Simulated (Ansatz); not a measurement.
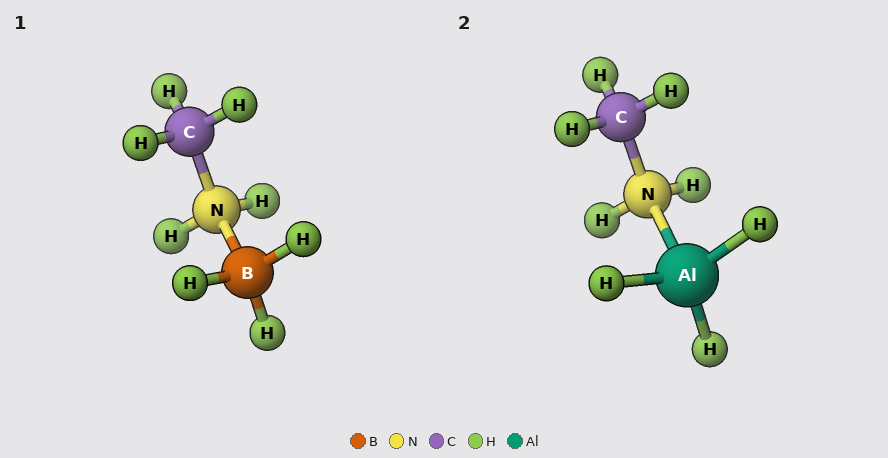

2 molecules with one skeleton, seen from the same side and at one scale. Each species is neutral and a spin singlet. Computed geometries: PBE0-D4/def2-TZVP optimisations, one conformation each. Properties computed with Ansatz 0.2.0.

One atom differs, called X below: B in panel 1, Al in panel 2. Their formulas are CH8BN (`[BH3-][NH2+]C`), CH8AlN (`C[NH2+][AlH3-]`).

In which is the mean angle N–X–H larger (PBE0-D4/def2-TZVP)?

In panel 1 (X = B).

In which is the harmonic zero-point energy higher (PBE0-D4/def2-TZVP)?

In panel 1 (X = B).

Give the values. With PBE0-D4/def2-TZVP: mean length of X–H (Å), length of X–N (Å), mean angle N–X–H (°), dipole moment (D), harmonic zero-point energy (kJ/mol). With r2SCAN-D4/def2-TZVPP: HOMO energy (Kohn–Sham orbital) (eV), HOMO–LUMO gap (eV).

| quantity | 1 (B) | 2 (Al) | 2 − 1 |
| --- | --- | --- | --- |
| mean length of X–H (Å) | 1.214 | 1.605 | +0.391 |
| length of X–N (Å) | 1.626 | 2.047 | +0.421 |
| mean angle N–X–H (°) | 105.5 | 99.4 | −6.1 |
| dipole moment (D) | 5.36 | 5.48 | +0.12 |
| harmonic zero-point energy (kJ/mol) | 259.6 | 230.8 | −28.8 |
| HOMO energy (Kohn–Sham orbital) (eV) | −6.68 | −6.44 | +0.24 |
| HOMO–LUMO gap (eV) | 6.81 | 6.13 | −0.68 |
